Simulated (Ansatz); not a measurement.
# What PtS2 monolayer (2H) distorts into, part 2 of 3

Which phase does PtS2 monolayer (2H) fall into along its unstable mode, and how much energy does it gain?

Ansatz 0.2.0; DFT PBE, scalar-relativistic, plane waves, PAW; PAW set soft_1.

So far, highest frequency on the path or at a solved wavevector (cm⁻¹): step 2 (response at finite wavevector) 307. Also lowest frequency on the path (cm⁻¹): step 2 -129.

## (5) Energy along the mode, all amplitudes (two of the runs are shown above)

An imaginary frequency means negative curvature, so the energy should fall and then rise again as anharmonic terms take over.

This step gave:

- depth at the lowest point sampled: 5.088 meV/atom
- largest atomic shift at that point: 0.08 Å

The energy from the parent by largest shift of an atom, one sign:

| largest shift of an atom, one sign (Å) | energy from the parent (meV/atom) |
| --- | --- |
| 0.0000 | 0 |
| 0.0400 | -2.28 |
| 0.0800 | -5.09 |
| 0.1400 | -2.63 |
| 0.2200 | 17.0 |

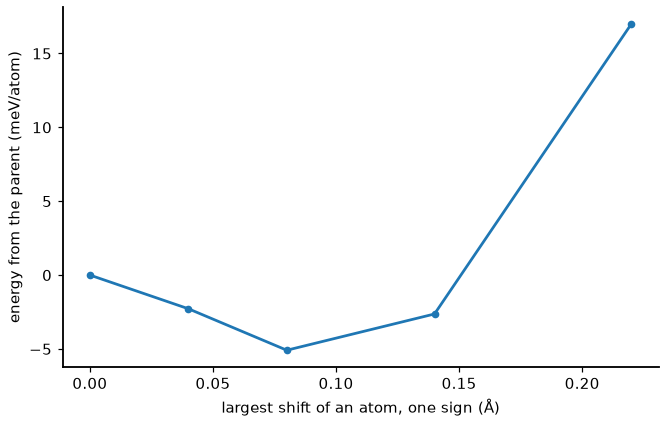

Energy from the parent, plotted against largest shift of an atom, one sign.

Displacement at unit largest shift by atom:

| atom | x (Å) | y (Å) | z (Å) | size |
| --- | --- | --- | --- | --- |
| Pt1 | 0.87 | 0.50 | 0.00 | 1.00 |
| Pt2 | 0.00 | -1.00 | 0.00 | 1.00 |
| Pt3 | -0.87 | 0.50 | 0.00 | 1.00 |
| S4 | 0.00 | 0.31 | 0.00 | 0.31 |
| S5 | -0.27 | -0.16 | 0.00 | 0.31 |
| S6 | 0.27 | -0.16 | 0.00 | 0.31 |
| S7 | 0.00 | 0.31 | 0.00 | 0.31 |
| S8 | -0.27 | -0.16 | 0.00 | 0.31 |
| S9 | 0.27 | -0.16 | 0.00 | 0.31 |

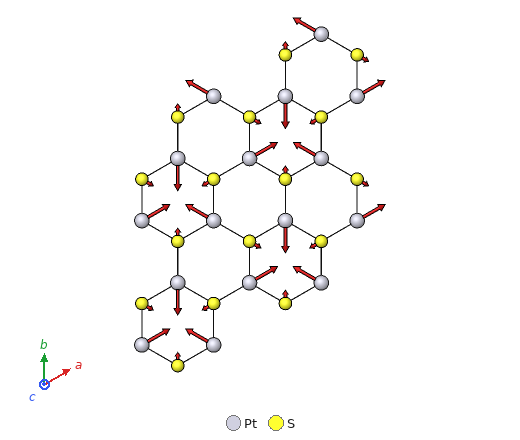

Displacement at unit largest shift as arrows, the longest 1 Å. 2×2×1 cells are drawn. Some periodic images of atoms are drawn too.

The lowest of the steps tried is at 0.08 Å, 5.09 meV/atom below the parent; the bottom of the well need not coincide with a step.

## (6) Relaxation from the frozen mode

Starting from the lowest point found, all atoms and the cell are let go, so that strain and other modes of the same symmetry can join in.

File input.yaml:

```yaml
crystal:
  lattice:
    - [5.2300815679, 3.0195890012, 0.0]
    - [-1.0e-10, 6.0391780022, 0.0]
    - [0.0, 0.0, 30.0]
  atoms:
    - { symbol: Pt, position: [1.0132468754, 0.3333328923, 0.3333333333] }
    - { symbol: Pt, position: [0.333333454, 0.6534199515, 0.3333333333] }
    - { symbol: Pt, position: [0.6534196706, 0.0132466757, 0.3333333333] }
    - { symbol: S, position: [0.333333216, 1.0041564584, 0.3795907372] }
    - { symbol: S, position: [0.6625102585, 0.3333333501, 0.3795907372] }
    - { symbol: S, position: [0.0041563747, 0.6625101915, 0.379590737] }
    - { symbol: S, position: [0.333333216, 1.0041564584, 0.2870759294] }
    - { symbol: S, position: [0.6625102585, 0.3333333501, 0.2870759294] }
    - { symbol: S, position: [0.0041563747, 0.6625101915, 0.2870759297] }
  periodic: [true, true, false]
kpoints:
  mp_grid: { grid: [9, 9, 1] }
hamiltonian:
  xc: pbe
  pseudopotentials: { kind: paw, azcp: { folder: soft_1 } }
scf:
  occupations: { method: methfessel_paxton, width: 0.2 }
output:
  forces: true
  stress: true
  eigenvalues: true
relax:
  adjacent_minimum: "off"
  f_tol: 0.002
  max_steps: 120
  cell: { stress_2d_tol: 0.005 }
```

Run with:

```console
> ansatz run input.yaml --threads 4 --pin off --max-ram 16384MiB --backend cpu --events-out ev --progress --plain --runs-dir out
```

Numbers of over 12 decimals in the logs are rounded to 6 here.

The log of the run:

```text
[...]
Crystal: 9 atoms, lattice volume = 947.562 Å³
Basis set: ecut = 420 eV, 18503 PW (Γ), exchange–correlation on 90×90×432 points (8 copies of the dense FFT grid, shifted against one another)
Bands: 54, of which v1, the nominal top of the filled ones, is band 45 counted from 1 (44 counted from 0)
Symmetry: 12 space group operations
[...]
k-points: 12 of 81 (time reversal used)
[...]
SCF iter   1: F=—  HF=-42987.595324 eV  |F-HF|=—  |Δ(HF+E_count)|=         —  Δρ=3.80e-2  dr2=1.89e1  ethr=3.10e-3  ⟨swp⟩=13.8  Hψ=4424  notcnv=0
[...]
SCF iter  10: F=-42984.487821 eV  HF=-42984.487821 eV  |F-HF|=4.66e-8  |Δ(HF+E_count)|=   5.86e-8  S|Δr|=    0.00e0  Δρ=7.34e-7  dr2=4.57e-9  ethr=1.11e-10  ⟨swp⟩=25.1  Hψ=4281  notcnv=0
SCF 1 converged in 10 iterations: F = -42984.487821 eV  dr2 = 4.57e-9
[...]
relax step   1: F+E_penalty+E_count = -42984.48782111 eV  Δ(F+E_penalty+E_count) = +0.000e0 eV  max|allowed force component| = 1.736e-1 eV/Å  Δτ_max = 0.0000 Å  P = +0.125 N/m  Ω = 947.562 Å³  fix = [c, alpha, beta]  reactions: c +0.000 N/m  (10 SCF iters, dr2 threshold 1.00e-7 eV, accepted)
Crystal: 9 atoms, lattice volume = 944.488 Å³
Basis set: ecut = 420 eV, 18443 PW (Γ), exchange–correlation on 90×90×432 points (8 copies of the dense FFT grid, shifted against one another)
[...]
iter 1 solved again at ethr=4.55e-5 eV; its pass at ethr=3.10e-3 eV (dr2=4.10e-2 eV) is discarded
[...]
SCF iter   7: F=-42984.525257 eV  HF=-42984.525256 eV  |F-HF|=2.17e-7  |Δ(HF+E_count)|=   1.00e-6  S|Δr|=    0.00e0  Δρ=2.35e-6  dr2=7.06e-8  ethr=1.00e-9  ⟨swp⟩=17.1  Hψ=3927  notcnv=0
SCF 2 converged in 7 iterations: F = -42984.525257 eV  dr2 = 7.06e-8
[...]
relax step   2: F+E_penalty+E_count = -42984.52525664 eV  Δ(F+E_penalty+E_count) = -3.744e-2 eV  max|allowed force component| = 2.796e-1 eV/Å  Δτ_max = 0.0365 Å  P = -0.152 N/m  Ω = 944.488 Å³  energy of the carried Pulay correction = +1.269e-4 eV  fix = [c, alpha, beta]  reactions: c -0.000 N/m  (7 SCF iters, dr2 threshold 9.00e-7 eV, accepted)
Crystal: 9 atoms, lattice volume = 930.953 Å³
Basis set: ecut = 420 eV, 18095 PW (Γ), exchange–correlation on 90×90×432 points (8 copies of the dense FFT grid, shifted against one another)
[...]
SCF iter  10: F=-42984.646194 eV  HF=-42984.646194 eV  |F-HF|=1.14e-8  |Δ(HF+E_count)|=   9.20e-8  S|Δr|=    0.00e0  Δρ=4.88e-7  dr2=3.44e-9  ethr=5.55e-11  ⟨swp⟩=3.8  Hψ=2291  notcnv=0
SCF 3 converged in 10 iterations: F = -42984.646194 eV  dr2 = 3.44e-9
[...]
relax step   3: F+E_penalty+E_count = -42984.64619355 eV  Δ(F+E_penalty+E_count) = -1.209e-1 eV  max|allowed force component| = 7.827e-1 eV/Å  Δτ_max = 0.1187 Å  P = -0.753 N/m  Ω = 930.953 Å³  energy of the carried Pulay correction = +6.905e-4 eV  fix = [c, alpha, beta]  reactions: c -0.000 N/m  (10 SCF iters, dr2 threshold 9.00e-7 eV, accepted)
[... from here on, the SCF cycles and remarks between the steps are left out ...]
relax step   4: F+E_penalty+E_count = -42984.78267488 eV  Δ(F+E_penalty+E_count) = -1.365e-1 eV  max|allowed force component| = 1.428e0 eV/Å  Δτ_max = 0.1949 Å  P = -0.741 N/m  Ω = 916.487 Å³  energy of the carried Pulay correction = +1.302e-3 eV  fix = [c, alpha, beta]  reactions: c -0.000 N/m  (8 SCF iters, dr2 threshold 9.00e-7 eV, accepted)
relax step   5: F+E_penalty+E_count = -42984.77953113 eV  Δ(F+E_penalty+E_count) = +3.144e-3 eV  max|allowed force component| = 7.562e-1 eV/Å  Δτ_max = 0.1418 Å  P = -0.281 N/m  Ω = 921.361 Å³  energy of the carried Pulay correction = +1.095e-3 eV  fix = [c, alpha, beta]  (10 SCF iters, dr2 threshold 9.00e-7 eV, rejected (line search))
relax step   6: F+E_penalty+E_count = -42984.89913578 eV  Δ(F+E_penalty+E_count) = -1.165e-1 eV  max|allowed force component| = 2.189e-1 eV/Å  Δτ_max = 0.0543 Å  P = +1.187 N/m  Ω = 883.753 Å³  energy of the carried Pulay correction = +2.721e-3 eV  fix = [c, alpha, beta]  reactions: c +0.000 N/m  (12 SCF iters, accepted)
relax step   7: F+E_penalty+E_count = -42984.93907772 eV  Δ(F+E_penalty+E_count) = -3.994e-2 eV  max|allowed force component| = 2.481e-1 eV/Å  Δτ_max = 0.0506 Å  P = -0.721 N/m  Ω = 916.131 Å³  energy of the carried Pulay correction = +1.317e-3 eV  fix = [c, alpha, beta]  reactions: c -0.000 N/m  (7 SCF iters, dr2 threshold 9.00e-7 eV, accepted)
relax step   8: F+E_penalty+E_count = -42984.95282203 eV  Δ(F+E_penalty+E_count) = -1.374e-2 eV  max|allowed force component| = 4.192e-2 eV/Å  Δτ_max = 0.0146 Å  P = -0.074 N/m  Ω = 904.662 Å³  energy of the carried Pulay correction = +1.809e-3 eV  fix = [c, alpha, beta]  reactions: c -0.000 N/m  (6 SCF iters, dr2 threshold 9.00e-7 eV, accepted)
relax step   9: F+E_penalty+E_count = -42984.95364752 eV  Δ(F+E_penalty+E_count) = -8.255e-4 eV  max|allowed force component| = 6.204e-3 eV/Å  Δτ_max = 0.0054 Å  P = +0.007 N/m  Ω = 905.225 Å³  energy of the carried Pulay correction = +1.785e-3 eV  fix = [c, alpha, beta]  reactions: c +0.000 N/m  (6 SCF iters, dr2 threshold 1.10e-7 eV, accepted)
relax step  10: F+E_penalty+E_count = -42984.95366452 eV  Δ(F+E_penalty+E_count) = -1.699e-5 eV  max|allowed force component| = 1.242e-4 eV/Å  Δτ_max = 0.0012 Å  P = +0.000 N/m  Ω = 905.404 Å³  energy of the carried Pulay correction = +1.777e-3 eV  fix = [c, alpha, beta]  reactions: c +0.000 N/m  (6 SCF iters, dr2 threshold 2.41e-9 eV, accepted)
Basis set: ecut = 420 eV, 17597 PW (Γ), exchange–correlation on 80×80×432 points (8 copies of the dense FFT grid, shifted against one another)
[...]
SCF iter   8: F=-42984.951728 eV  HF=-42984.951728 eV  |F-HF|=2.91e-11  |Δ(HF+E_count)|=  9.46e-11  S|Δr|=    0.00e0  Δρ=7.26e-9  dr2=5.15e-13  ethr=1.00e-12  ⟨swp⟩=17.0  Hψ=4193  notcnv=0
SCF 11 converged in 8 iterations: F = -42984.951728 eV  dr2 = 5.15e-13
relax step  11: F+E_penalty+E_count = -42984.95172757 eV  Δ(F+E_penalty+E_count) = +1.937e-3 eV  max|allowed force component| = 6.009e-4 eV/Å  Δτ_max = 0.0000 Å  P = +0.003 N/m  Ω = 905.404 Å³  fix = [c, alpha, beta]  reactions: c +0.000 N/m  stress off target by 3.48e-3 N/m on what of the cell is left free  SCF on the basis re-selected at this cell (its energy is not comparable with the rows above)  (8 SCF iters)
basis re-selected at this cell: Δ(F+E_penalty+E_count) = +1.937e-3 eV, ΔP = +0.003 N/m vs the last step (what re-selecting the basis moved, of the pressure what is left beyond the Pulay correction that the steps carried, after the strain that the cell walked since its last selection, with what the two solves' SCF thresholds leave and, on support functions, any second-order correction that the steps lacked; it is no measure of the basis error at this ecutwfc). The dense FFT grid was sized anew with the basis: this SCF ran on 40×40×216 points, the steps before it on 45×45×216, so part of this shift can come from that change (see relax.cell in the input reference). [rest of the remark cut]
SCF converged after 8 iterations
[...]
Free energy (F): -42984.951728 eV
[...]
Internal energy: -42984.982490 eV  (E = F + TS)
E sigma→0 (E₀):  -42984.959418 eV
Entropy (-TS):   0.030762 eV (3.418 meV/atom)
Fermi energy:    -5.268911 eV
[...]
--- Forces (eV/Å), atoms counted from 1 ---
  atom   1  Pt    -0.00052041    -0.00030046     0.00000000
  atom   2  Pt    -0.00000000     0.00060092    -0.00000000
  atom   3  Pt     0.00052041    -0.00030046    -0.00000000
  atom   4  S      0.00000000    -0.00012253     0.00025606
  atom   5  S      0.00010611     0.00006126     0.00025606
  atom   6  S     -0.00010611     0.00006126     0.00025606
  atom   7  S      0.00000000    -0.00012253    -0.00025606
  atom   8  S      0.00010611     0.00006126    -0.00025606
  atom   9  S     -0.00010611     0.00006126    -0.00025606
  max |Σ_I F_I| component: 2.16e-16 eV/Å
--- 2D stress c σ (N/m, compression-positive) ---
        0.003484       0.000000      -0.000000
        0.000000       0.003484       0.000000
       -0.000000       0.000000       0.000000
  P = ½ c Tr σ = 0.0035 N/m
--- Band table (eV; the first three rows and the last of 12) ---
  k-point 0: bands = [... 41 lower, -6.5784, -6.5784, -5.7028, -5.4431, -5.4431, -5.1256, -4.7131, -4.7131, ... 5 higher]
  k-point 1: bands = [... 41 lower, -6.7054, -6.6644, -5.6931, -5.5604, -5.3139, -5.0786, -4.7879, -4.7397, ... 5 higher]
  k-point 2: bands = [... 41 lower, -6.9849, -6.8658, -5.8365, -5.6270, -5.0297, -4.9511, -4.9411, -4.8169, ... 5 higher]
  k-point 11: bands = [... 41 lower, -6.8874, -6.5498, -5.8814, -5.2302, -5.2302, -5.1246, -5.1246, -4.0192, ... 5 higher]
  ° read free of the cell's end (the report's vacuum.weakly_bound_levels)
--- Relaxed structure (10 steps of the walk, 9 accepted, 1 SCFs on fresh bases) ---
  F+E_penalty+E_count = -42984.95172757 eV   max|allowed force component| = 6.009e-4 eV/Å   (the final SCF, on the basis selected at the relaxed cell)
  cell:  # Å, volume = 905.4042 Å³
    - [5.112413, 2.951653, 0]
    - [-1.0531114259141473e-10, 5.903306, 0]
    - [0, 0, 30.0]
  atoms:
    - { symbol: Pt, position: [1.062406, 0.333333, 0.333333] }
    - { symbol: Pt, position: [0.333333, 0.604260, 0.333333] }
    - { symbol: Pt, position: [0.604260, 0.062406, 0.333333] }
    - { symbol: S, position: [0.333333, 0.975915, 0.381819] }
    - { symbol: S, position: [0.690752, 0.333333, 0.381819] }
    - { symbol: S, position: [-0.024085, 0.690752, 0.381819] }
    - { symbol: S, position: [0.333333, 0.975915, 0.284848] }
    - { symbol: S, position: [0.690752, 0.333333, 0.284848] }
    - { symbol: S, position: [-0.024085, 0.690752, 0.284848] }
```

The job ended after 6.9 min (4 threads of Arm Neoverse N1, shared host; peak memory 1.7 GiB; 26 min of CPU time).

Relaxation path:

| step | energy less that of the first step (eV) | largest force component (eV/Å) | volume (Å³) |
| --- | --- | --- | --- |
| 1 | 0.0000 | 0.1736 | 947.56 |
| 2 | -0.0374 | 0.2796 | 944.49 |
| 3 | -0.1584 | 0.7827 | 930.95 |
| 4 | -0.2949 | 1.4280 | 916.49 |
| 5 | -0.2917 | 0.7562 | 921.36 |
| 6 | -0.4113 | 0.2189 | 883.75 |
| 7 | -0.4513 | 0.2481 | 916.13 |
| 8 | -0.4650 | 0.0419 | 904.66 |
| 9 | -0.4658 | 0.0062 | 905.22 |
| 10 | -0.4658 | 0.0001 | 905.40 |
| 11* | -0.4639 | 0.0006 | 905.40 |

Relaxation steps marked * repeat the geometry before them on a plane-wave basis chosen anew for their cell, so energy and pressure can jump there. Relaxation step 5 was tried and not accepted.

Forces are held to the 12 operations that the run works with; a distortion that breaks them can't arise in this run.

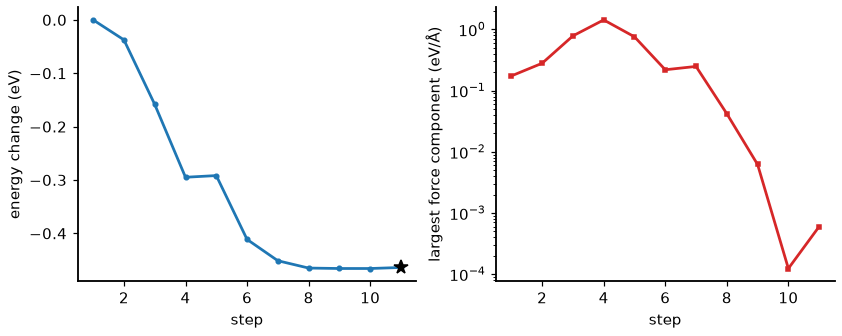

Energy and largest force along the relaxation. Stars mark steps on a basis chosen anew.

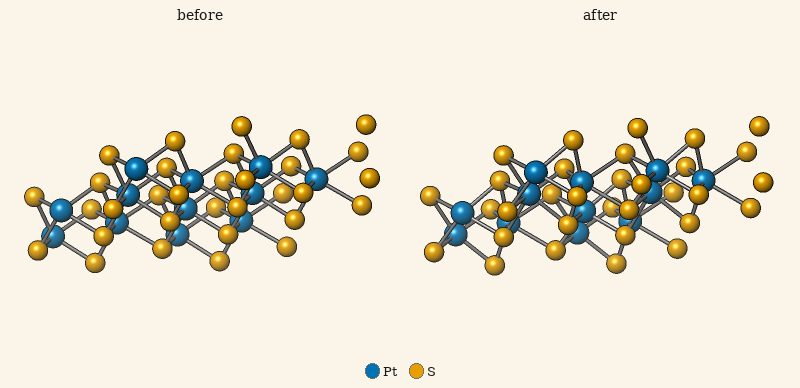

The structure before and after the relaxation, drawn at the same scale. Bonds to atoms that aren't drawn are left out.

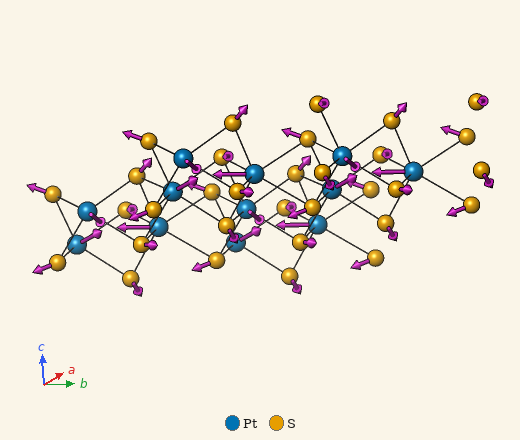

Displacements in the relaxation, exaggerated, measured against the changing cell; the longest in the cell stands for 0.29 Å. Bonds to atoms that aren't drawn are left out. 2×2×1 cells are drawn. Some periodic images of atoms are drawn too.

| cell as run | before | after | change |
| --- | --- | --- | --- |
| a (Å) | 6.039 | 5.903 | -2.2 % |
| b (Å) | 6.039 | 5.903 | -2.2 % |

The atoms that moved most (Å, along periodic axes as changes of fractional coordinates times the final cell, across vacuum about the mean position):

| atom | dx | dy | dz | length |
| --- | --- | --- | --- | --- |
| Pt2 | 0.000 | -0.290 | 0.000 | 0.290 |
| Pt1 | 0.251 | 0.145 | 0.000 | 0.290 |
| Pt3 | -0.251 | 0.145 | 0.000 | 0.290 |
| S7 | 0.000 | -0.167 | -0.067 | 0.180 |
| S4 | 0.000 | -0.167 | 0.067 | 0.180 |
| S9 | -0.144 | 0.083 | -0.067 | 0.180 |
| S6 | -0.144 | 0.083 | 0.067 | 0.180 |
| S8 | 0.144 | 0.083 | -0.067 | 0.180 |

Numbers from this step:

| Property | Result |
| --- | --- |
| area per atom | 3.353 Å² |

The distorted start has space group P-62m; the relaxation ends in P-62m.

## (7) The new phase in its own primitive cell

The relaxed structure is symmetrised, reduced to its primitive cell and relaxed tightly, as its phonons need.

input.yaml, the sections that differ from step 6:

```yaml
crystal:
  lattice:
    - [5.1124130393, 2.9516530446, 0.0]
    - [-1.0e-10, 5.9033060889, 0.0]
    - [0.0, 0.0, 30.0]
  atoms:
    - { symbol: Pt, position: [1.0624064073, 0.3333333333, 0.3333333333] }
    - { symbol: Pt, position: [0.3333333333, 0.6042602593, 0.3333333333] }
    - { symbol: Pt, position: [0.6042602593, 0.0624064073, 0.3333333333] }
    - { symbol: S, position: [0.3333333333, 0.9759149321, 0.3818185697] }
    - { symbol: S, position: [0.6907517345, 0.3333333333, 0.3818185697] }
    - { symbol: S, position: [-0.0240850679, 0.6907517345, 0.3818185697] }
    - { symbol: S, position: [0.3333333333, 0.9759149321, 0.2848480969] }
    - { symbol: S, position: [0.6907517345, 0.3333333333, 0.2848480969] }
    - { symbol: S, position: [-0.0240850679, 0.6907517345, 0.2848480969] }
  periodic: [true, true, false]
relax:
  adjacent_minimum: "off"
  f_tol: 0.001
  max_steps: 60
  cell: { stress_2d_tol: 0.002 }
# kpoints, hamiltonian, scf, output: as in step 6
```

The log of the run:

```text
[...]
Crystal: 9 atoms, lattice volume = 905.404 Å³
Basis set: ecut = 420 eV, 17597 PW (Γ), exchange–correlation on 80×80×432 points (8 copies of the dense FFT grid, shifted against one another)
Bands: 54, of which v1, the nominal top of the filled ones, is band 45 counted from 1 (44 counted from 0)
Symmetry: 12 space group operations
[...]
- { symbol: Pt, position: [0.333333, 0.604266, 0.3333333333] }
    - { symbol: Pt, position: [0.604266, 0.062401, 0.3333333333] }
    - { symbol: S, position: [0.333333, 0.975919, 0.381818] }
    - { symbol: S, position: [0.690747, 0.333333, 0.381818] }
    - { symbol: S, position: [-0.024081, 0.690747, 0.381818] }
    - { symbol: S, position: [0.333333, 0.975919, 0.284849] }
    - { symbol: S, position: [0.690747, 0.333333, 0.284849] }
    - { symbol: S, position: [-0.024081, 0.690747, 0.284849] }
[key lines of the parts left out:]
SCF converged after 11 iterations
Free energy (F): -42984.951729 eV
Fermi energy:    -5.269027 eV
P = ½ c Tr σ = -0.0007 N/m
```

Run time: 1.9 min. Hardware: 4 threads; peak memory 1.6 GiB.

Little changed from the start: no atom moved by 0.005 Å and no cell edge by 0.1 %.

Numbers from this step:

- area per atom: 3.354 Å²

The largest force component left is 0.53 meV/Å, within the tolerances set.

(Continued in part 3 of 3.)

[Logs are printed without paths, hosts, clocks, repeated set-up lines and the standing remarks that a program may print on its own settings, such as how far it seeks lower states.]

[Hosts, paths, dates, database ids (printed as entryN), source tags and the programs' standing remarks are cut or masked in the printed files.]
